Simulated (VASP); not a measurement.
Band structure of Be₂B (space group Fm-3m). Level of theory: PBEsol GGA, VASP's PBE PAW potentials (set 64) (plane waves; VASP).

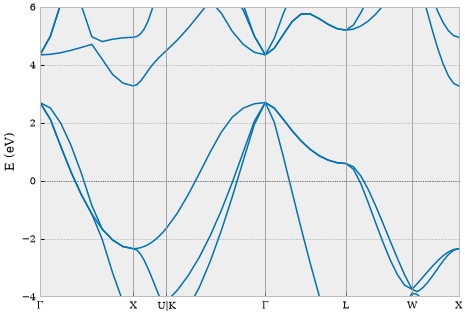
Figure: Bands along high-symmetry lines, zero at the valence-band maximum or, without a gap, the Fermi level

**Question.** Read the plot: is there a gap, and where are the band edges?

**Answer.** It has no gap at this level: it comes out as a metal or semimetal.

The structure comes from a measured Be2B entry of the Crystallography Open Database, whose conditions weren't checked. The cell was not relaxed at this level. The electron count is odd and the run is not spin-polarised, which forces a metal.
